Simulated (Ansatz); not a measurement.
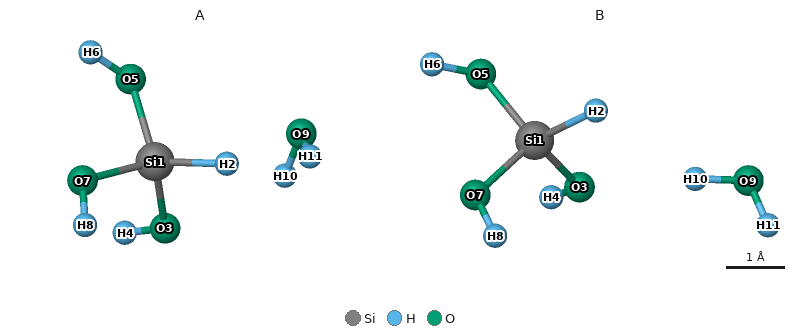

Two geometries of SiH₆O₄, drawn at one scale. One is the start of a relaxation, the other its converged end. A ball-and-stick model, seen at a tilt.

All numbers below come from Ansatz, RHF/6-31G*. Settings: no spin polarisation; force threshold 0.03 eV/Å; at most 50 steps.

Which of the two is the end point?

Structure B is the relaxed one. The run prepares an end point of a later path (reaction) calculation, from a guessed geometry. After 29 accepted moves (31 points after the start) the energy has fallen by 6.40 kcal/mol. Largest force component: 1.1 eV/Å at the start, 0.018 eV/Å at the end. The line search rejected the trial steps at points 7, 18 of the run. The forces were under the threshold at step 19, but the run went on from there. The largest move after the best rigid fit is that of H11, 1.78 Å. By element the largest moves are H 1.78 Å, O 1.22 Å, Si 0.54 Å. Among the contacts that change: O9–H11 0.969 → 0.947 Å. Among the angles between lasting bonds that change: O3–Si1–O5 111.6° → 108.5°, H2–Si1–O5 116.8° → 114.3°, O5–Si1–O7 102.9° → 105.3°.

Limits of the set-up: Hartree-Fock leaves out electron correlation.
